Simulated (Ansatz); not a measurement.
## Single-point calculation, with input and output: CH5Al2F

CH5Al2F, SMILES [CH3][AlH][AlH][F], computed with RKS r2SCANh-D4/def2-TZVPP (Ansatz 0.2.0).

The geometry comes from this level: PBE0-D4/def2-TZVP.

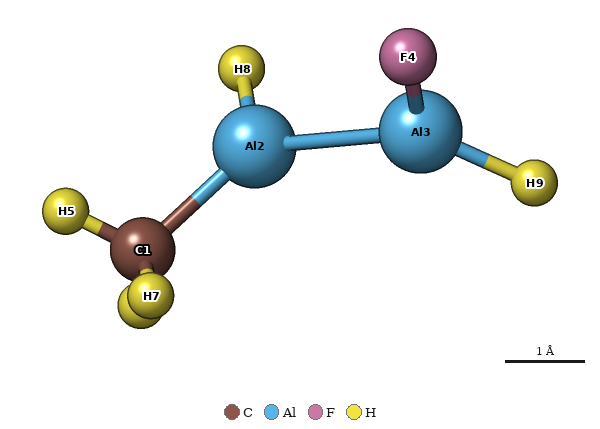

The input geometry (ball-and-stick view, seen at a tilt; atoms are numbered from 1 in the order of the input). Sticks mark near contacts. Bond lengths as drawn: Al–Al 2.60 Å, Al–C 1.96 Å, Al–F 1.66 Å, Al–H 1.59 to 1.60 Å and C–H 1.09 to 1.10 Å.

### Results in brief

- outcome: converged
- total energy: −17029.3080 eV
- mean-field energy: −17029.2721 eV
- dispersion energy: −0.0359 eV
- SCF solution under orbital rotations: stable
- HOMO: −6.46 eV
- LUMO: −2.25 eV
- hardware: 2 threads of Arm Neoverse V1, 23 GiB of memory available, shared host
- wall time: 7 s (CPU time 13 s)
- peak memory: 0.44 GiB

### The input
```yaml
crystal:
  periodic: [false, false, false]
  atoms:
    - {symbol: C, position_ang: [-0.301868, 0.945786, -1.465396]}
    - {symbol: Al, position_ang: [-0.305627, -0.652344, -0.334396]}
    - {symbol: Al, position_ang: [0.568583, -0.683874, 2.112642]}
    - {symbol: F, position_ang: [2.198410, -0.955373, 2.295497]}
    - {symbol: H, position_ang: [0.162689, 0.727477, -2.432799]}
    - {symbol: H, position_ang: [-1.334918, 1.243040, -1.681825]}
    - {symbol: H, position_ang: [0.207827, 1.806207, -1.028186]}
    - {symbol: H, position_ang: [-0.898510, -1.992019, -0.971641]}
    - {symbol: H, position_ang: [-0.208284, -0.485199, 3.489004]}
basis:
  gaussian: {orbitals: def2-TZVPP}
hamiltonian: {xc: {name: r2SCANh}, dispersion: d4}
output: {orbitals: {seedname: orbitals}}
```

Launch command:
```bash
ansatz run in.yaml --threads 2 --pin off --events-out ev --progress --plain --max-ram 4352MiB
```

### Log
```
Functional definition: r2SCANh
  name "r2SCANh"
  cite "Bursch, Neugebauer, Ehlert & Grimme, J. Chem. Phys. 156, 134105 (2022) doi:10.1063/5.0086040"
  cite "Furness, Kaplan, Ning, Perdew & Sun, J. Phys. Chem. Lett. 11, 8208 (2020) doi:10.1021/acs.jpclett.0c02405"
  cite "Furness, Kaplan, Ning, Perdew & Sun, J. Phys. Chem. Lett. 11, 9248 (2020) doi:10.1021/acs.jpclett.0c03077"
  parent r2scan
  parameter a = 0.1
  parameter k0 = 0.174
  parameter k1 = 0.065
  parameter a1 = 4.9479
  exchange = (1 - a)*r2scan_x(k0 = k0, k1 = k1, a1 = a1) + a*exact_x
  correlation = r2scan_c
1169 factors; their error is unknown
mean field evaluation 1: about -17020.1227 eV, gradient 6.7e1 eV
mean field evaluation 2: about -17004.0343 eV, gradient 1.1e2 eV
mean field evaluation 4: about -17029.1554 eV, gradient 7.4e0 eV
mean field evaluation 8: about -17029.2723 eV, gradient 6.1e-2 eV
mean field evaluation 16: about -17029.2721 eV, gradient 2.7e-5 eV
mean field -17029.27205708 eV, -625.8142052426 hartree, gradient 2.7e-5 eV, S^2 0.000000; 0 other end points of the search recorded, 0 dependent functions left out
reference -17029.27207170 eV, -625.8142057798 hartree; 23, 23 occupied and 193, 193 virtual orbitals, 1169 factors
Total energy: -17029.30797020 eV, -625.8155250253 hartree
```

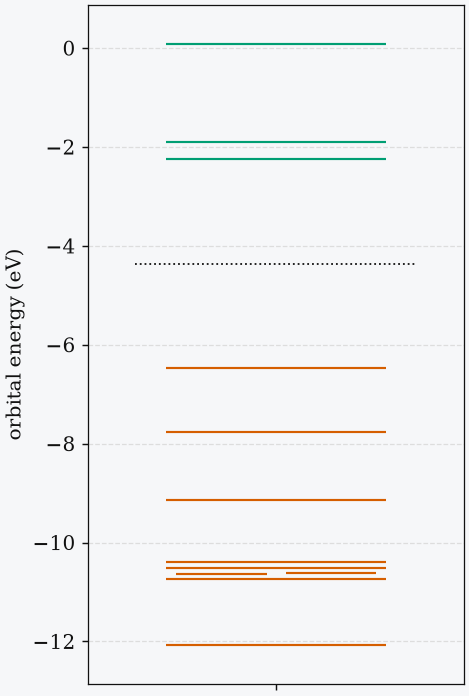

Orbital energies near the frontier; the dotted line parts filled from empty levels, and levels within 0.02 eV of each other stand side by side. Highest filled −6.46 eV, lowest empty −2.25 eV, 4.21 eV apart.
